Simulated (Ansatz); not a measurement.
WH$_{2}$Cl$_{3}$OF$_{3}$: molecular dynamics (part 1 of 3)

The run: molecular dynamics of WH$_{2}$Cl$_{3}$OF$_{3}$. Method and program: RKS PBE/def2-SVP (Ansatz 0.2.0).

It belongs to a series of runs on one base structure; here: dynamics from the highest image of the converged band. Figures and captions count atoms from 1; the log counts them from 0 in places.

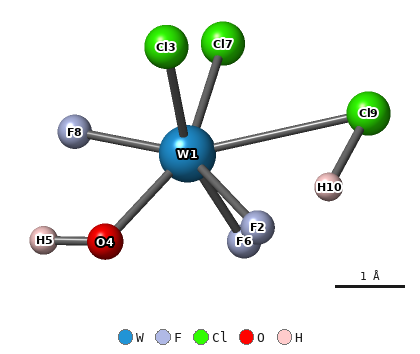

*The starting structure (ball-and-stick view, seen at a tilt; atoms are numbered from 1 in the order of the input). Sticks mark near contacts.*

Bond lengths as drawn: Cl–H 1.49 Å, Cl–W 2.29 to 2.74 Å, F–W 1.87 to 2.11 Å, H–O 0.98 Å and O–W 1.90 Å.

## The input
```yaml
crystal:
  periodic: [false, false, false]
  atoms:
    - { symbol: W, position_ang: [0.161535, -0.15881, -0.045773] }
    - { symbol: F, position_ang: [0.612539, 0.502828, 1.906739] }
    - { symbol: Cl, position_ang: [2.409841, 0.0972, -0.414556] }
    - { symbol: O, position_ang: [-0.238385, 1.696046, 0.043684] }
    - { symbol: H, position_ang: [-0.570052, 2.084898, -0.794224] }
    - { symbol: F, position_ang: [-1.448691, -0.616662, 0.790892] }
    - { symbol: Cl, position_ang: [0.070103, -2.200884, -1.190352] }
    - { symbol: F, position_ang: [-0.390101, 0.305578, -1.810889] }
    - { symbol: Cl, position_ang: [1.024956, -2.023572, 1.773249] }
    - { symbol: H, position_ang: [0.907156, -0.62022, 2.269029] }
basis:
  gaussian: { orbitals: def2-SVP }
hamiltonian:
  xc: pbe
md:
  timestep: 0.5
  n_steps: 200
  ensemble: nve
  temperature: 300.0
  initial_velocities: maxwell_boltzmann
  seed: 3737
```

Hardware: 4 threads of Arm Neoverse V1, 24 GiB of memory available, shared host.

Command:
```bash
ansatz run input.yaml --threads 4 --pin off --max-ram 5120MiB --backend cpu --events-out ev --progress --plain --runs-dir out
```

## The program's output
```
Engine: ansatz 0.2.0, aarch64-unknown-linux-gnu
Functional definition: PBE
  parameter kappa = 0.804
  parameter beta = 0.06672455060314922
  exchange = pbe_x(kappa = kappa, mu = beta*pi^2/3)
  correlation = pbe_c(beta = beta)
1595 factors; their error is unknown
mean field evaluation 1: about -49572.5763 eV, gradient 8.8e1 eV
mean field evaluation 2: about -49270.5528 eV, gradient 3.4e2 eV
mean field evaluation 4: about -49580.1307 eV, gradient 6.0e1 eV
mean field evaluation 8: about -49587.1133 eV, gradient 9.9e-1 eV
mean field evaluation 16: about -49587.0156 eV, gradient 1.3e-2 eV
mean field -49587.01560911 eV, -1822.2892123483 hartree, gradient 3.4e-5 eV, S^2 0.000000; 0 other end points of the search recorded, 0 dependent functions left out
the calculation of the forces begins
reference -49587.01568119 eV, -1822.2892149974 hartree; 51, 51 occupied and 101, 101 virtual orbitals, 1595 factors
md step     0: t =     0.00 fs  T =   300.0 K  F+E_penalty+E_count = -49587.01560911 eV  E_kin = 0.310224 eV  conserved = -49586.70538511 eV  (35 SCF iters)
these checks for a lower state are left out or cut short: starts, cluster_reference, orbital_swaps, neighbouring_geometries, increment
1595 factors; their error is unknown
mean field -49587.01336214 eV, -1822.2891297737 hartree, gradient 2.0e-5 eV, S^2 0.000000; 0 other end points of the search recorded, 0 dependent functions left out
the calculation of the forces begins
reference -49587.01343422 eV, -1822.2891324227 hartree; 51, 51 occupied and 101, 101 virtual orbitals, 1595 factors
md step     1: t =     0.50 fs  T =   297.9 K  F+E_penalty+E_count = -49587.01336214 eV  E_kin = 0.308046 eV  conserved = -49586.70531658 eV  (36 SCF iters)
[... from here on the SCF iterations and repeated set-up lines of each step are left out, up to the last step ...]
md step     2: t =     1.00 fs  T =   292.0 K  F+E_penalty+E_count = -49587.00708920 eV  E_kin = 0.301909 eV  conserved = -49586.70517995 eV  (35 SCF iters)
md step     3: t =     1.50 fs  T =   284.1 K  F+E_penalty+E_count = -49586.99886276 eV  E_kin = 0.293828 eV  conserved = -49586.70503502 eV  (36 SCF iters)
md step     4: t =     2.00 fs  T =   276.6 K  F+E_penalty+E_count = -49586.99092949 eV  E_kin = 0.285998 eV  conserved = -49586.70493194 eV  (35 SCF iters)
md step     5: t =     2.50 fs  T =   270.8 K  F+E_penalty+E_count = -49586.98490512 eV  E_kin = 0.280005 eV  conserved = -49586.70490041 eV  (34 SCF iters)
md step     6: t =     3.00 fs  T =   267.2 K  F+E_penalty+E_count = -49586.98128611 eV  E_kin = 0.276339 eV  conserved = -49586.70494712 eV  (35 SCF iters)
md step     7: t =     3.50 fs  T =   265.2 K  F+E_penalty+E_count = -49586.97933881 eV  E_kin = 0.274283 eV  conserved = -49586.70505556 eV  (35 SCF iters)
md step     8: t =     4.00 fs  T =   263.2 K  F+E_penalty+E_count = -49586.97737205 eV  E_kin = 0.272185 eV  conserved = -49586.70518702 eV  (35 SCF iters)
md step     9: t =     4.50 fs  T =   259.2 K  F+E_penalty+E_count = -49586.97336657 eV  E_kin = 0.268080 eV  conserved = -49586.70528644 eV  (36 SCF iters)
md step    10: t =     5.00 fs  T =   252.0 K  F+E_penalty+E_count = -49586.96584927 eV  E_kin = 0.260551 eV  conserved = -49586.70529812 eV  (35 SCF iters)
md step    11: t =     5.50 fs  T =   241.3 K  F+E_penalty+E_count = -49586.95473596 eV  E_kin = 0.249539 eV  conserved = -49586.70519659 eV  (36 SCF iters)
md step    12: t =     6.00 fs  T =   228.9 K  F+E_penalty+E_count = -49586.94168373 eV  E_kin = 0.236669 eV  conserved = -49586.70501447 eV  (35 SCF iters)
md step    13: t =     6.50 fs  T =   217.3 K  F+E_penalty+E_count = -49586.92954658 eV  E_kin = 0.224705 eV  conserved = -49586.70484206 eV  (35 SCF iters)
md step    14: t =     7.00 fs  T =   209.1 K  F+E_penalty+E_count = -49586.92098427 eV  E_kin = 0.216206 eV  conserved = -49586.70477855 eV  (36 SCF iters)
md step    15: t =     7.50 fs  T =   205.1 K  F+E_penalty+E_count = -49586.91697184 eV  E_kin = 0.212110 eV  conserved = -49586.70486165 eV  (35 SCF iters)
md step    16: t =     8.00 fs  T =   204.2 K  F+E_penalty+E_count = -49586.91623568 eV  E_kin = 0.211197 eV  conserved = -49586.70503883 eV  (36 SCF iters)
md step    17: t =     8.50 fs  T =   203.9 K  F+E_penalty+E_count = -49586.91603764 eV  E_kin = 0.210830 eV  conserved = -49586.70520741 eV  (35 SCF iters)
md step    18: t =     9.00 fs  T =   201.6 K  F+E_penalty+E_count = -49586.91372407 eV  E_kin = 0.208439 eV  conserved = -49586.70528503 eV  (35 SCF iters)
md step    19: t =     9.50 fs  T =   196.1 K  F+E_penalty+E_count = -49586.90800503 eV  E_kin = 0.202755 eV  conserved = -49586.70525044 eV  (35 SCF iters)
md step    20: t =    10.00 fs  T =   187.8 K  F+E_penalty+E_count = -49586.89933055 eV  E_kin = 0.194195 eV  conserved = -49586.70513586 eV  (35 SCF iters)
md step    21: t =    10.50 fs  T =   178.4 K  F+E_penalty+E_count = -49586.88942761 eV  E_kin = 0.184430 eV  conserved = -49586.70499750 eV  (35 SCF iters)
md step    22: t =    11.00 fs  T =   169.8 K  F+E_penalty+E_count = -49586.88043809 eV  E_kin = 0.175550 eV  conserved = -49586.70488842 eV  (36 SCF iters)
md step    23: t =    11.50 fs  T =   163.7 K  F+E_penalty+E_count = -49586.87408367 eV  E_kin = 0.169242 eV  conserved = -49586.70484184 eV  (35 SCF iters)
md step    24: t =    12.00 fs  T =   160.8 K  F+E_penalty+E_count = -49586.87110726 eV  E_kin = 0.166237 eV  conserved = -49586.70487076 eV  (35 SCF iters)
md step    25: t =    12.50 fs  T =   160.6 K  F+E_penalty+E_count = -49586.87106300 eV  E_kin = 0.166098 eV  conserved = -49586.70496543 eV  (35 SCF iters)
md step    26: t =    13.00 fs  T =   161.9 K  F+E_penalty+E_count = -49586.87247701 eV  E_kin = 0.167382 eV  conserved = -49586.70509465 eV  (36 SCF iters)
md step    27: t =    13.50 fs  T =   162.6 K  F+E_penalty+E_count = -49586.87336064 eV  E_kin = 0.168152 eV  conserved = -49586.70520843 eV  (36 SCF iters)
md step    28: t =    14.00 fs  T =   161.3 K  F+E_penalty+E_count = -49586.87200555 eV  E_kin = 0.166755 eV  conserved = -49586.70525087 eV  (36 SCF iters)
md step    29: t =    14.50 fs  T =   157.3 K  F+E_penalty+E_count = -49586.86784474 eV  E_kin = 0.162659 eV  conserved = -49586.70518582 eV  (36 SCF iters)
md step    30: t =    15.00 fs  T =   151.8 K  F+E_penalty+E_count = -49586.86197760 eV  E_kin = 0.156950 eV  conserved = -49586.70502735 eV  (35 SCF iters)
md step    31: t =    15.50 fs  T =   147.0 K  F+E_penalty+E_count = -49586.85690768 eV  E_kin = 0.152057 eV  conserved = -49586.70485074 eV  (35 SCF iters)
md step    32: t =    16.00 fs  T =   145.6 K  F+E_penalty+E_count = -49586.85536494 eV  E_kin = 0.150606 eV  conserved = -49586.70475903 eV  (36 SCF iters)
md step    33: t =    16.50 fs  T =   148.9 K  F+E_penalty+E_count = -49586.85875035 eV  E_kin = 0.153937 eV  conserved = -49586.70481372 eV  (36 SCF iters)
md step    34: t =    17.00 fs  T =   155.9 K  F+E_penalty+E_count = -49586.86622040 eV  E_kin = 0.161233 eV  conserved = -49586.70498695 eV  (35 SCF iters)
md step    35: t =    17.50 fs  T =   164.3 K  F+E_penalty+E_count = -49586.87509889 eV  E_kin = 0.169915 eV  conserved = -49586.70518349 eV  (36 SCF iters)
md step    36: t =    18.00 fs  T =   171.2 K  F+E_penalty+E_count = -49586.88231589 eV  E_kin = 0.177009 eV  conserved = -49586.70530648 eV  (36 SCF iters)
md step    37: t =    18.50 fs  T =   174.6 K  F+E_penalty+E_count = -49586.88588831 eV  E_kin = 0.180575 eV  conserved = -49586.70531358 eV  (35 SCF iters)
md step    38: t =    19.00 fs  T =   174.4 K  F+E_penalty+E_count = -49586.88561088 eV  E_kin = 0.180388 eV  conserved = -49586.70522318 eV  (35 SCF iters)
md step    39: t =    19.50 fs  T =   171.9 K  F+E_penalty+E_count = -49586.88281638 eV  E_kin = 0.177728 eV  conserved = -49586.70508811 eV  (38 SCF iters)
md step    40: t =    20.00 fs  T =   168.9 K  F+E_penalty+E_count = -49586.87957494 eV  E_kin = 0.174609 eV  conserved = -49586.70496563 eV  (36 SCF iters)
md step    41: t =    20.50 fs  T =   167.2 K  F+E_penalty+E_count = -49586.87779606 eV  E_kin = 0.172898 eV  conserved = -49586.70489792 eV  (35 SCF iters)
md step    42: t =    21.00 fs  T =   167.9 K  F+E_penalty+E_count = -49586.87854413 eV  E_kin = 0.173638 eV  conserved = -49586.70490577 eV  (35 SCF iters)
md step    43: t =    21.50 fs  T =   170.9 K  F+E_penalty+E_count = -49586.88169601 eV  E_kin = 0.176709 eV  conserved = -49586.70498670 eV  (35 SCF iters)
md step    44: t =    22.00 fs  T =   174.9 K  F+E_penalty+E_count = -49586.88597977 eV  E_kin = 0.180864 eV  conserved = -49586.70511592 eV  (35 SCF iters)
md step    45: t =    22.50 fs  T =   178.1 K  F+E_penalty+E_count = -49586.88939045 eV  E_kin = 0.184144 eV  conserved = -49586.70524682 eV  (35 SCF iters)
md step    46: t =    23.00 fs  T =   178.5 K  F+E_penalty+E_count = -49586.88994012 eV  E_kin = 0.184620 eV  conserved = -49586.70532050 eV  (35 SCF iters)
md step    47: t =    23.50 fs  T =   175.3 K  F+E_penalty+E_count = -49586.88657063 eV  E_kin = 0.181281 eV  conserved = -49586.70528955 eV  (35 SCF iters)
md step    48: t =    24.00 fs  T =   169.0 K  F+E_penalty+E_count = -49586.87986018 eV  E_kin = 0.174711 eV  conserved = -49586.70514954 eV  (35 SCF iters)
md step    49: t =    24.50 fs  T =   161.6 K  F+E_penalty+E_count = -49586.87204172 eV  E_kin = 0.167081 eV  conserved = -49586.70496053 eV  (36 SCF iters)
md step    50: t =    25.00 fs  T =   155.9 K  F+E_penalty+E_count = -49586.86605217 eV  E_kin = 0.161226 eV  conserved = -49586.70482572 eV  (36 SCF iters)
md step    51: t =    25.50 fs  T =   153.9 K  F+E_penalty+E_count = -49586.86396214 eV  E_kin = 0.159135 eV  conserved = -49586.70482696 eV  (35 SCF iters)
md step    52: t =    26.00 fs  T =   155.5 K  F+E_penalty+E_count = -49586.86575435 eV  E_kin = 0.160791 eV  conserved = -49586.70496313 eV  (35 SCF iters)
md step    53: t =    26.50 fs  T =   158.8 K  F+E_penalty+E_count = -49586.86934046 eV  E_kin = 0.164189 eV  conserved = -49586.70515112 eV  (35 SCF iters)
md step    54: t =    27.00 fs  T =   161.0 K  F+E_penalty+E_count = -49586.87180320 eV  E_kin = 0.166515 eV  conserved = -49586.70528780 eV  (35 SCF iters)
md step    55: t =    27.50 fs  T =   160.2 K  F+E_penalty+E_count = -49586.87096362 eV  E_kin = 0.165649 eV  conserved = -49586.70531472 eV  (35 SCF iters)
md step    56: t =    28.00 fs  T =   155.8 K  F+E_penalty+E_count = -49586.86630970 eV  E_kin = 0.161072 eV  conserved = -49586.70523778 eV  (35 SCF iters)
md step    57: t =    28.50 fs  T =   148.8 K  F+E_penalty+E_count = -49586.85895497 eV  E_kin = 0.153850 eV  conserved = -49586.70510537 eV  (35 SCF iters)
md step    58: t =    29.00 fs  T =   141.1 K  F+E_penalty+E_count = -49586.85091605 eV  E_kin = 0.145939 eV  conserved = -49586.70497668 eV  (35 SCF iters)
md step    59: t =    29.50 fs  T =   134.7 K  F+E_penalty+E_count = -49586.84419324 eV  E_kin = 0.139295 eV  conserved = -49586.70489825 eV  (35 SCF iters)
md step    60: t =    30.00 fs  T =   130.7 K  F+E_penalty+E_count = -49586.84002082 eV  E_kin = 0.135125 eV  conserved = -49586.70489556 eV  (34 SCF iters)
md step    61: t =    30.50 fs  T =   129.1 K  F+E_penalty+E_count = -49586.83845243 eV  E_kin = 0.133483 eV  conserved = -49586.70496957 eV  (35 SCF iters)
md step    62: t =    31.00 fs  T =   128.8 K  F+E_penalty+E_count = -49586.83833561 eV  E_kin = 0.133237 eV  conserved = -49586.70509867 eV  (35 SCF iters)
md step    63: t =    31.50 fs  T =   128.1 K  F+E_penalty+E_count = -49586.83767114 eV  E_kin = 0.132432 eV  conserved = -49586.70523908 eV  (35 SCF iters)
md step    64: t =    32.00 fs  T =   124.7 K  F+E_penalty+E_count = -49586.83432346 eV  E_kin = 0.128992 eV  conserved = -49586.70533177 eV  (36 SCF iters)
md step    65: t =    32.50 fs  T =   117.6 K  F+E_penalty+E_count = -49586.82694496 eV  E_kin = 0.121622 eV  conserved = -49586.70532298 eV  (35 SCF iters)
md step    66: t =    33.00 fs  T =   106.9 K  F+E_penalty+E_count = -49586.81578877 eV  E_kin = 0.110594 eV  conserved = -49586.70519503 eV  (36 SCF iters)
md step    67: t =    33.50 fs  T =    94.7 K  F+E_penalty+E_count = -49586.80293406 eV  E_kin = 0.097941 eV  conserved = -49586.70499274 eV  (36 SCF iters)
md step    68: t =    34.00 fs  T =    83.9 K  F+E_penalty+E_count = -49586.79155568 eV  E_kin = 0.086741 eV  conserved = -49586.70481495 eV  (35 SCF iters)
md step    69: t =    34.50 fs  T =    77.0 K  F+E_penalty+E_count = -49586.78441005 eV  E_kin = 0.079652 eV  conserved = -49586.70475755 eV  (35 SCF iters)
md step    70: t =    35.00 fs  T =    75.0 K  F+E_penalty+E_count = -49586.78239472 eV  E_kin = 0.077549 eV  conserved = -49586.70484535 eV  (35 SCF iters)
md step    71: t =    35.50 fs  T =    76.6 K  F+E_penalty+E_count = -49586.78417466 eV  E_kin = 0.079159 eV  conserved = -49586.70501528 eV  (35 SCF iters)
md step    72: t =    36.00 fs  T =    79.3 K  F+E_penalty+E_count = -49586.78712433 eV  E_kin = 0.081959 eV  conserved = -49586.70516549 eV  (36 SCF iters)
md step    73: t =    36.50 fs  T =    80.9 K  F+E_penalty+E_count = -49586.78886552 eV  E_kin = 0.083641 eV  conserved = -49586.70522455 eV  (35 SCF iters)
md step    74: t =    37.00 fs  T =    80.5 K  F+E_penalty+E_count = -49586.78838757 eV  E_kin = 0.083205 eV  conserved = -49586.70518240 eV  (35 SCF iters)
md step    75: t =    37.50 fs  T =    78.5 K  F+E_penalty+E_count = -49586.78625149 eV  E_kin = 0.081175 eV  conserved = -49586.70507662 eV  (35 SCF iters)
md step    76: t =    38.00 fs  T =    76.5 K  F+E_penalty+E_count = -49586.78404276 eV  E_kin = 0.079081 eV  conserved = -49586.70496189 eV  (35 SCF iters)
md step    77: t =    38.50 fs  T =    76.1 K  F+E_penalty+E_count = -49586.78352961 eV  E_kin = 0.078645 eV  conserved = -49586.70488462 eV  (35 SCF iters)
md step    78: t =    39.00 fs  T =    78.4 K  F+E_penalty+E_count = -49586.78591846 eV  E_kin = 0.081046 eV  conserved = -49586.70487235 eV  (35 SCF iters)
md step    79: t =    39.50 fs  T =    83.6 K  F+E_penalty+E_count = -49586.79140028 eV  E_kin = 0.086469 eV  conserved = -49586.70493147 eV  (35 SCF iters)
md step    80: t =    40.00 fs  T =    90.9 K  F+E_penalty+E_count = -49586.79904622 eV  E_kin = 0.094000 eV  conserved = -49586.70504621 eV  (35 SCF iters)
md step    81: t =    40.50 fs  T =    98.5 K  F+E_penalty+E_count = -49586.80706153 eV  E_kin = 0.101881 eV  conserved = -49586.70518087 eV  (37 SCF iters)
md step    82: t =    41.00 fs  T =   104.5 K  F+E_penalty+E_count = -49586.81337250 eV  E_kin = 0.108090 eV  conserved = -49586.70528282 eV  (34 SCF iters)
md step    83: t =    41.50 fs  T =   107.5 K  F+E_penalty+E_count = -49586.81645968 eV  E_kin = 0.111162 eV  conserved = -49586.70529816 eV  (34 SCF iters)
md step    84: t =    42.00 fs  T =   107.3 K  F+E_penalty+E_count = -49586.81618302 eV  E_kin = 0.110984 eV  conserved = -49586.70519908 eV  (34 SCF iters)
md step    85: t =    42.50 fs  T =   105.6 K  F+E_penalty+E_count = -49586.81417040 eV  E_kin = 0.109157 eV  conserved = -49586.70501301 eV  (34 SCF iters)
md step    86: t =    43.00 fs  T =   104.9 K  F+E_penalty+E_count = -49586.81334741 eV  E_kin = 0.108521 eV  conserved = -49586.70482675 eV  (35 SCF iters)
md step    87: t =    43.50 fs  T =   108.2 K  F+E_penalty+E_count = -49586.81659324 eV  E_kin = 0.111850 eV  conserved = -49586.70474318 eV  (33 SCF iters)
md step    88: t =    44.00 fs  T =   116.4 K  F+E_penalty+E_count = -49586.82519283 eV  E_kin = 0.120382 eV  conserved = -49586.70481065 eV  (33 SCF iters)
md step    89: t =    44.50 fs  T =   128.7 K  F+E_penalty+E_count = -49586.83811045 eV  E_kin = 0.133122 eV  conserved = -49586.70498811 eV  (34 SCF iters)
md step    90: t =    45.00 fs  T =   142.6 K  F+E_penalty+E_count = -49586.85260218 eV  E_kin = 0.147425 eV  conserved = -49586.70517715 eV  (34 SCF iters)
md step    91: t =    45.50 fs  T =   155.1 K  F+E_penalty+E_count = -49586.86569824 eV  E_kin = 0.160407 eV  conserved = -49586.70529105 eV  (36 SCF iters)
md step    92: t =    46.00 fs  T =   164.6 K  F+E_penalty+E_count = -49586.87554532 eV  E_kin = 0.170246 eV  conserved = -49586.70529954 eV  (35 SCF iters)
md step    93: t =    46.50 fs  T =   170.9 K  F+E_penalty+E_count = -49586.88191965 eV  E_kin = 0.176693 eV  conserved = -49586.70522648 eV  (35 SCF iters)
md step    94: t =    47.00 fs  T =   174.8 K  F+E_penalty+E_count = -49586.88590480 eV  E_kin = 0.180784 eV  conserved = -49586.70512059 eV  (35 SCF iters)
md step    95: t =    47.50 fs  T =   178.1 K  F+E_penalty+E_count = -49586.88915029 eV  E_kin = 0.184122 eV  conserved = -49586.70502791 eV  (35 SCF iters)
md step    96: t =    48.00 fs  T =   182.0 K  F+E_penalty+E_count = -49586.89313734 eV  E_kin = 0.188159 eV  conserved = -49586.70497821 eV  (34 SCF iters)
md step    97: t =    48.50 fs  T =   187.3 K  F+E_penalty+E_count = -49586.89868575 eV  E_kin = 0.193704 eV  conserved = -49586.70498199 eV  (34 SCF iters)
md step    98: t =    49.00 fs  T =   194.1 K  F+E_penalty+E_count = -49586.90576265 eV  E_kin = 0.200729 eV  conserved = -49586.70503401 eV  (34 SCF iters)
md step    99: t =    49.50 fs  T =   201.6 K  F+E_penalty+E_count = -49586.91356584 eV  E_kin = 0.208451 eV  conserved = -49586.70511448 eV  (34 SCF iters)
md step   100: t =    50.00 fs  T =   208.6 K  F+E_penalty+E_count = -49586.92085136 eV  E_kin = 0.215660 eV  conserved = -49586.70519115 eV  (34 SCF iters)
md step   101: t =    50.50 fs  T =   213.9 K  F+E_penalty+E_count = -49586.92646214 eV  E_kin = 0.221238 eV  conserved = -49586.70522435 eV  (34 SCF iters)
md step   102: t =    51.00 fs  T =   217.4 K  F+E_penalty+E_count = -49586.92994640 eV  E_kin = 0.224762 eV  conserved = -49586.70518467 eV  (33 SCF iters)
md step   103: t =    51.50 fs  T =   219.4 K  F+E_penalty+E_count = -49586.93199365 eV  E_kin = 0.226917 eV  conserved = -49586.70507671 eV  (36 SCF iters)
md step   104: t =    52.00 fs  T =   221.8 K  F+E_penalty+E_count = -49586.93432177 eV  E_kin = 0.229367 eV  conserved = -49586.70495457 eV  (34 SCF iters)
md step   105: t =    52.50 fs  T =   226.2 K  F+E_penalty+E_count = -49586.93882324 eV  E_kin = 0.233923 eV  conserved = -49586.70490063 eV  (34 SCF iters)
md step   106: t =    53.00 fs  T =   233.4 K  F+E_penalty+E_count = -49586.94632028 eV  E_kin = 0.241352 eV  conserved = -49586.70496821 eV  (34 SCF iters)
md step   107: t =    53.50 fs  T =   242.4 K  F+E_penalty+E_count = -49586.95577651 eV  E_kin = 0.250642 eV  conserved = -49586.70513422 eV  (35 SCF iters)
```
